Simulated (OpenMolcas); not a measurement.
# Single-point calculation, with input and output: RuO$_{4}$ (charge −2) (part 1 of 2)

- system: RuO$_{4}$, charge −2, multiplicity 3
- method: CASPT2/ANO-R1, sfX2C (OpenMolcas 26.06)

The geometry comes from this level: GFN2-xTB.

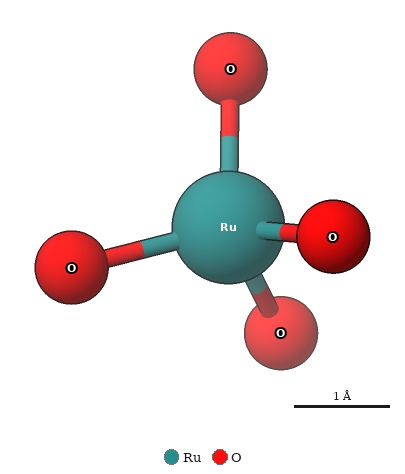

Figure 1. The structure as given in the input (ball-and-stick view, seen at a tilt). Sticks mark near contacts.

## The input
```
* O4Ru CASPT2

&GATEWAY
 Coord=struct.xyz
 Basis=ANO-R1
 Group=NoSym
 RICD

&SEWARD

&RASSCF
 FileOrb=$CurrDir/step2.RasOrb
 Spin=3
 Nactel=8 0 0
 Inactive=35
 Ras2=5
 OrbListing=Nothing

&CASPT2
 Imaginary=0.3
```

## File struct.xyz
```
5

Ru     0.001480    -0.004960     0.007950
O      0.008630    -0.016500     1.783530
O      1.670520     0.015000    -0.609560
O     -0.841460     1.453130    -0.574630
O     -0.839160    -1.446680    -0.607290
```

Machine: 1 thread of Arm Neoverse V2, 24 GiB of memory available, shared host.

Run as:
```bash
export MOLCAS_MEM=1860
pymolcas step9.input > step9.log
```

## Log
```
--- Start Module: gateway ---

                                              &GATEWAY

                       available to each process: 1.9 GB of memory, 1 thread

++    Symmetry information:
      ---------------------

                    Character Table for C1

                             E
                    a        1  x, y, xy, Rz, z, xz, Ry, yz, Rx, I
--

++    Basis set information:
      ----------------------

      Basis set label: RU.ANO-R...6S4P3D1F.

      Electronic valence basis set:
      ------------------
      Associated Effective Charge  44.000000 au
      Associated Actual Charge     44.000000 au
      Nuclear Model: Finite nucleus - Gaussian distribution
        Gaussian exponent, Xi/bohr**(-2):  2.09653E+08

      Shell  nPrim  nBasis  Cartesian Spherical Contaminant
         s      23       6        X
         p      16       4        X
         d      12       3                 X
         f       6       1                 X

      Basis set label: O.ANO-R...3S2P1D.

      Electronic valence basis set:
      ------------------
      Associated Effective Charge   8.000000 au
      Associated Actual Charge      8.000000 au
      Nuclear Model: Finite nucleus - Gaussian distribution
        Gaussian exponent, Xi/bohr**(-2):  5.86314E+08

      Shell  nPrim  nBasis  Cartesian Spherical Contaminant
         s      13       3        X
         p       8       2        X
         d       4       1                 X
--

++    Molecular structure info:
      -------------------------

                    ************************************************
                    **** Cartesian Coordinates / bohr, angstrom ****
                    ************************************************

     Center  Label                x              y              z                     x              y              z
        1      RU1              0.002797      -0.009373       0.015023              0.001480      -0.004960       0.007950
        2      O2               0.016308      -0.031180       3.370383              0.008630      -0.016500       1.783530
        3      O3               3.156825       0.028346      -1.151901              1.670520       0.015000      -0.609560
        4      O4              -1.590129       2.746018      -1.085893             -0.841460       1.453130      -0.574630
        5      O5              -1.585783      -2.733829      -1.147612             -0.839160      -1.446680      -0.607290

                    ***************************************
                    *    InterNuclear Distances / bohr    *
                    ***************************************

               1 RU1           2 O2            3 O3            4 O4            5 O5
    1 RU1      0.000000
    2 O2       3.355458        0.000000
    3 O3       3.363188        5.506128        0.000000
    4 O4       3.367730        5.491072        5.470253        0.000000
    5 O5       3.361245        5.503025        5.488347        5.480196        0.000000

                    *******************************************
                    *    InterNuclear Distances / angstrom    *
                    *******************************************

               1 RU1           2 O2            3 O3            4 O4            5 O5
    1 RU1      0.000000
    2 O2       1.775632        0.000000
    3 O3       1.779722        2.913718        0.000000
    4 O4       1.782126        2.905750        2.894733        0.000000
    5 O5       1.778694        2.912075        2.904308        2.899995        0.000000
--

            Nuclear Potential Energy            488.75865278 au

--- Stop Module: gateway /rc=_RC_ALL_IS_WELL_ ---
--- Module gateway spent 4 seconds ---

--- Start Module: seward ---

                                              &SEWARD

                       available to each process: 1.9 GB of memory, 1 thread

               SEWARD will generate:
                  Multipole Moment integrals up to order  2
                  Kinetic Energy integrals
                  Nuclear Attraction integrals (finite nuclei - Gaussian type)
                  One-Electron Hamiltonian integrals
                  Velocity integrals
                  Relativistic X2C integrals
                  Orbital angular momentum around (  0.0015  -0.0049   0.0078 )
                  Velocity quadrupole around (  0.0015  -0.0049   0.0078 )
                  Atomic mean-field integrals
                  RI decomposed two-electron repulsion integrals stored Cholesky style
                   - acCD auxiliary basis
                   - CD Threshold:   1.00E-04

                   Integrals are discarded if absolute value <: 1.00E-14
                   Integral cutoff threshold is set to       <: 1.00E-16

            Nuclear Potential Energy            488.75865278 au

      Basis set specifications :
      Symmetry species         a
      Basis functions           96

--- Stop Module: seward /rc=_RC_ALL_IS_WELL_ ---
--- Module seward spent 5 seconds ---

--- Start Module: rasscf ---

                                              &RASSCF

                       available to each process: 1.9 GB of memory, 1 thread

      Header of the ONEINT file:
      --------------------------

      OrdInt status: non-squared

      Cartesian coordinates in angstrom:
      -----------------------------------------------------
      No.  Label        X            Y            Z
      -----------------------------------------------------
       1   RU1        0.00148000  -0.00496000   0.00795000
       2   O2         0.00863000  -0.01650000   1.78353000
       3   O3         1.67052000   0.01500000  -0.60956000
       4   O4        -0.84146000   1.45313000  -0.57463000
       5   O5        -0.83916000  -1.44668000  -0.60729000
      -----------------------------------------------------
      Nuclear repulsion energy =  488.75865278

++    Wave function specifications:
      -----------------------------

      Number of closed shell electrons          70
      Number of electrons in active shells       8
      Max number of holes in RAS1 space          0
      Max nr of electrons in RAS3 space          0
      Number of inactive orbitals               35
      Number of active orbitals                  5
      Number of secondary orbitals              56
      Spin quantum number                      1.0
      State symmetry                             1
--

++    Orbital specifications:
      -----------------------

      Symmetry species                           1
                                                 a
      Frozen orbitals                            0
      Inactive orbitals                         35
      Active orbitals                            5
      RAS1 orbitals                              0
      RAS2 orbitals                              5
      RAS3 orbitals                              0
      Secondary orbitals                        56
      Deleted orbitals                           0
      Number of basis functions                 96
--

++    CI expansion specifications:
      ----------------------------

      Number of CSFs                            10
      Number of determinants                    10
      Number of root(s) required                 1
      Root chosen for geometry opt.              1
      CI root used                               1

      highest root included in the CI            1
      max. size of the explicit Hamiltonian     10
--

++    Optimization specifications:
      ----------------------------

      RASSCF algorithm: LK RI/DF
      Maximum number of macro iterations       200
      Maximum number of SX iterations          100
      Threshold for RASSCF energy            1.000E-08
      Threshold for max MO rotation          1.000E-01
      Threshold for max BLB element          1.000E-04
      Level shift parameter                  5.000E-01
      Make Quasi-Newton update
--

      The MO-coefficients are taken from the file:
      step2.RasOrb
      Title: RASSCF average (pseudo-natural) orbitals

      Total molecular charge   -2.00

      ************************************************************************************************************************
      *                                            Wave function control section                                             *
      ************************************************************************************************************************

                                         RASSCF iterations: Energy and convergence statistics
                                         ----------------------------------------------------

          iter iter root      energy       change     param      element    value   shift minimum  type update hh:mm:ss
 Nr of preliminary CI iterations:   1
      Total energies have been shifted. Add                -4000.00 au
        1   1   15    1  -827.39768025    0.00E+00   7.08E-02   31  44 1 -9.03E-02*  0.35   0.00    SX    NO    0:00:00
        2   1   16    1  -827.41521115   -1.75E-02* -1.34E-01*  29  45 1  5.97E-02*  0.26   0.00    SX    NO    0:00:00
        3   1   14    1  -827.41145170    3.76E-03*  7.93E-02   29  45 1 -1.05E-01*  0.33   0.00    SX    NO    0:00:00
        4   1   26    1  -827.42037390   -8.92E-03* -1.14E-01*  29  45 1  8.56E-02*  0.25   0.00    SX    NO    0:00:00
        5   1   15    1  -827.41351940    6.85E-03* -6.15E-02   29  45 1 -1.29E-01*  0.33   0.45    SX   YES    0:00:00
        6   1   16    1  -827.43876228   -2.52E-02*  3.65E-02   29  45 1  2.67E-02*  0.29   0.87    QN   YES    0:00:00
        7   1   18    1  -827.43949886   -7.37E-04*  7.25E-02   29  45 1 -3.39E-02*  0.27   0.62    QN   YES    0:00:00
        8   1   15    1  -827.44248381   -2.98E-03*  1.32E-01*  29  45 1 -2.44E-02*  0.28   1.60    QN   YES    0:00:00
        9   1   21    1  -827.44610132   -3.62E-03*  1.17E-01*  29  45 1 -2.18E-02*  0.29   1.37    QN   YES    0:00:00
       10   1   16    1  -827.44821964   -2.12E-03*  6.20E-02   29  45 1 -1.27E-02*  0.29   1.53    QN   YES    0:00:00
       11   1   17    1  -827.44941239   -1.19E-03*  7.05E-02   29  45 1 -7.51E-03*  0.30   2.50    LS   YES    0:00:00
       12   1   15    1  -827.44956223   -1.50E-04* -4.88E-02   29  45 1 -4.26E-03*  0.30   0.60    QN   YES    0:00:00
       13   1   14    1  -827.45014169   -5.79E-04*  2.86E-02   32  46 1 -3.65E-03*  0.30   1.37    QN   YES    0:00:00
       14   1   13    1  -827.45036324   -2.22E-04*  1.70E-02   29  45 1 -2.09E-03*  0.30   1.30    QN   YES    0:00:00
       15   1   13    1  -827.45048255   -1.19E-04*  2.30E-02   30  45 1  1.02E-03*  0.30   2.50    LS   YES    0:00:00
       16   1   14    1  -827.45045975    2.28E-05*  9.63E-03   30  45 1  1.75E-03*  0.30   0.38    LS   YES    0:00:00
       17   1   14    1  -827.45049619   -3.64E-05*  2.51E-02   29  45 1  6.04E-03*  0.30   1.42    QN   YES    0:00:00
       18   1   14    1  -827.45049978   -3.60E-06* -1.17E-02   29  45 1  3.41E-03*  0.30   0.48    QN   YES    0:00:00
       19   1   13    1  -827.45061764   -1.18E-04* -1.63E-02   29  45 1  1.30E-03*  0.31   2.50    LS   YES    0:00:00
       20   1   12    1  -827.45060512    1.25E-05* -6.63E-03   29  45 1  3.62E-03*  0.31   0.40    LS   YES    0:00:00
       21   1   12    1  -827.45063603   -3.09E-05* -1.98E-02   29  45 1  8.88E-03*  0.31   1.36    QN   YES    0:00:00
       22   1   14    1  -827.45052446    1.12E-04* -1.03E-02   29  45 1  6.17E-03*  0.31   0.22    LS   YES    0:00:00
       23   1   13    1  -827.45063763   -1.13E-04* -1.65E-02   29  45 1  2.54E-03*  0.31   1.52    QN   YES    0:00:00
       24   1   11    1  -827.45062667    1.10E-05* -6.94E-03   29  45 1  4.62E-03*  0.31   0.38    LS   YES    0:00:00
       25   1   11    1  -827.45065402   -2.73E-05*  8.42E-03   29  45 1  7.26E-03*  0.31   1.35    QN   YES    0:00:00
       26   1   14    1  -827.45064701    7.01E-06* -3.02E-03   29  45 1  4.47E-03*  0.31   0.41    SX   YES    0:00:00
       27   1   14    1  -827.45071838   -7.14E-05*  1.57E-02   38  46 1  1.26E-03*  0.31   1.16    QN   YES    0:00:00
       28   1   12    1  -827.45083845   -1.20E-04* -5.12E-03   19  54 1  1.18E-03*  0.31   1.09    QN   YES    0:00:00
       29   1   10    1  -827.45085675   -1.83E-05* -1.77E-02   29  45 1  4.28E-03*  0.32   2.50    QN   YES    0:00:00
       30   1   13    1  -827.45086563   -8.89E-06*  1.20E-02   30  45 1 -2.22E-03*  0.32   0.62    QN   YES    0:00:00
       31   1   11    1  -827.45089763   -3.20E-05*  9.22E-04   29  45 1  1.04E-02*  0.32   0.66    QN   YES    0:00:00
       32   1    9    1  -827.45092916   -3.15E-05*  1.37E-03   29  45 1  4.66E-03*  0.32   2.50    LS   YES    0:00:00
       33   1   11    1  -827.45096833   -3.92E-05* -7.20E-03   29  45 1  3.55E-03*  0.32   1.36    QN   YES    0:00:00
       34   1   11    1  -827.45107658   -1.08E-04*  1.82E-03   29  45 1 -3.03E-03*  0.32   0.89    QN   YES    0:00:00
       35   1   10    1  -827.45104209    3.45E-05*  1.04E-03   29  45 1  5.66E-03*  0.32   0.18    LS   YES    0:00:00
       36   1   10    1  -827.45106352   -2.14E-05*  1.54E-03   29  45 1  2.11E-03*  0.32   2.50    LS   YES    0:00:00
       37   1   11    1  -827.45108676   -2.32E-05*  4.13E-03   30  45 1  1.39E-03*  0.33   1.03    QN   YES    0:00:00
       38   1   10    1  -827.45111015   -2.34E-05*  3.84E-03   30  45 1  8.70E-04*  0.33   1.11    QN   YES    0:00:00
       39   1    9    1  -827.45112896   -1.88E-05*  1.52E-03   30  45 1  4.75E-04*  0.33   1.04    QN   YES    0:00:00
       40   1    9    1  -827.45114041   -1.14E-05*  2.09E-02   29  45 1  5.29E-04*  0.33   1.07    QN   YES    0:00:00
       41   1   12    1  -827.45084180    2.99E-04*  1.39E-02   29  45 1 -1.98E-02*  0.34   0.53    QN   YES    0:00:00
       42   1   10    1  -827.45114072   -2.99E-04* -2.05E-03   29  45 1  7.84E-03*  0.34   0.63    QN   YES    0:00:00
       43   1   10    1  -827.45111308    2.76E-05* -1.02E-03   29  45 1 -4.20E-03*  0.34   0.28    LS   YES    0:00:00
       44   1   10    1  -827.45112943   -1.63E-05* -1.52E-03   30  45 1 -8.80E-04*  0.34   2.50    LS   YES    0:00:00
       45   1   10    1  -827.45114431   -1.49E-05*  9.19E-04   29  45 1  7.54E-04*  0.34   0.93    QN   YES    0:00:00
       46   1    9    1  -827.45114434   -3.02E-08*  2.77E-03   29  45 1 -1.52E-03*  0.33   0.42    QN   YES    0:00:00
       47   1    9    1  -827.45115044   -6.10E-06* -1.00E-03   29  45 1 -2.32E-04*  0.33   0.98    QN   YES    0:00:00
       48   1    8    1  -827.45115146   -1.02E-06* -8.56E-03   29  45 1 -1.12E-03*  0.33   1.36    QN   YES    0:00:00
       49   1   12    1  -827.45111171    3.97E-05* -5.28E-03   31  44 1 -9.23E-04*  0.34   0.10    LS   YES    0:00:00
       50   1   11    1  -827.45114798   -3.63E-05* -2.80E-03   39  64 1  3.32E-04*  0.34   1.54    LS   YES    0:00:00
       51   1    8    1  -827.45115185   -3.86E-06* -1.22E-04   29  45 1 -5.44E-04*  0.33   0.89    QN   YES    0:00:00
       52   1    8    1  -827.45115218   -3.35E-07* -5.57E-03   29  45 1 -7.94E-04*  0.33   1.53    QN   YES    0:00:00
       53   1   12    1  -827.45111343    3.88E-05* -3.48E-03   19  54 1 -1.99E-03*  0.33   0.09    LS   YES    0:00:00
       54   1   11    1  -827.45114851   -3.51E-05* -8.36E-04   29  45 1 -8.40E-04*  0.33   1.39    QN   YES    0:00:00
       55   1   10    1  -827.45115149   -2.99E-06* -2.50E-04   29  45 1 -7.62E-04*  0.33   1.09    QN   YES    0:00:00
       56   1    9    1  -827.45115140    8.99E-08* -1.96E-04   29  45 1 -8.48E-04*  0.33   0.46    QN   YES    0:00:00
       57   1   10    1  -827.45115155   -1.44E-07* -7.35E-05   29  45 1 -5.25E-04*  0.33   0.81    QN   YES    0:00:00
       58   1   10    1  -827.45115159   -4.28E-08*  3.86E-04   29  45 1 -6.55E-04*  0.33   2.50    SX   YES    0:00:00
       59   1    9    1  -827.45115426   -2.67E-06* -5.01E-04   29  45 1 -2.42E-04*  0.33   0.99    QN   YES    0:00:00
       60   1    8    1  -827.45115479   -5.28E-07*  2.48E-03   29  45 1 -4.46E-04*  0.33   1.33    QN   YES    0:00:00
       61   1   10    1  -827.45115420    5.95E-07*  7.99E-04   29  45 1  8.29E-04*  0.33   0.54    LS   YES    0:00:00
       62   1   10    1  -827.45115515   -9.53E-07*  1.19E-03   29  45 1 -4.93E-04*  0.33   2.50    LS   YES    0:00:00
       63   1    8    1  -827.45115522   -7.47E-08*  1.09E-03   29  45 1 -8.74E-04*  0.33   0.66    QN   YES    0:00:00
       64   1    9    1  -827.45115581   -5.85E-07* -5.02E-04   29  45 1  2.77E-04*  0.33   0.68    QN   YES    0:00:00
       65   1    8    1  -827.45115592   -1.07E-07* -1.18E-04   29  45 1 -4.44E-04*  0.33   0.57    QN   YES    0:00:00
       66   1    7    1  -827.45115610   -1.80E-07* -1.77E-04   29  45 1 -2.33E-04*  0.33   2.50    LS   YES    0:00:00
       67   1    7    1  -827.45115624   -1.48E-07*  1.13E-04   29  45 1 -1.88E-04*  0.33   1.10    QN   YES    0:00:00
       68   1    7    1  -827.45115638   -1.36E-07* -2.83E-04   29  45 1 -1.26E-04*  0.33   1.21    QN   YES    0:00:00
```
